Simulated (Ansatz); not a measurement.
Relaxed BN (zinc blende):

```yaml
crystal:
  lattice:
    - [0.00000, 3.62409, 3.62409]
    - [1.81205, 0.00000, 1.81205]
    - [1.81205, 1.81205, 0.00000]
  atoms:
    - { symbol: N, position: [0.37500, 0.75000, 0.75000] }
    - { symbol: N, position: [0.87500, 0.75000, 0.75000] }
    - { symbol: B, position: [0.00000, 0.00000, 0.00000] }
    - { symbol: B, position: [0.50000, 0.00000, 0.00000] }
```

A phonon eigenvector at L = (0.5, 0.0, 0.0) is frozen into this cell: atom i moves by Q times the vector below, so Q is the largest atomic displacement, in Å. The cell is held. (q is in reciprocal vectors of the primitive cell; the cell shown is doubled to hold the pattern.)

```json
[
 {"atom": "N1", "x": "-0.577", "y": "0.577", "z": "0.577"},
 {"atom": "N2", "x": "0.577", "y": "-0.577", "z": "-0.577"},
 {"atom": "B3", "x": "0.333", "y": "-0.333", "z": "-0.333"},
 {"atom": "B4", "x": "-0.333", "y": "0.333", "z": "0.333"}
]
```

The numbers are results of PBE (plane waves to 420 eV, PAW, scalar-relativistic; Ansatz, a first-principles code), not measurements. k mesh 8×16×16 (Γ-centred), Fermi-Dirac smearing 0.05 eV. Energies are smeared free energies. Left out: 2 of 13 points, with atoms too close for the PAW data. BN was relaxed with its symmetry unable to fall. The PAW data are Ansatz's earlier set. The zero of ΔE is the undisplaced structure.

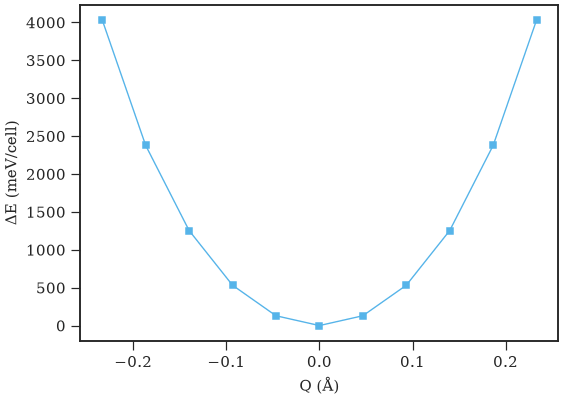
Figure: ΔE (meV/cell) against Q (Å); one marker a computed point.

Task: What is the energy change at Q = 0.233 Å?

Result: About 4000 meV/cell.

Task: What harmonic wavenumber does the curvature at Q = 0 give?

Result: About 950 cm⁻¹.

(A displaced cell: forces are minus the slopes of the energy, force constants its curvatures, and phonons follow from these.)
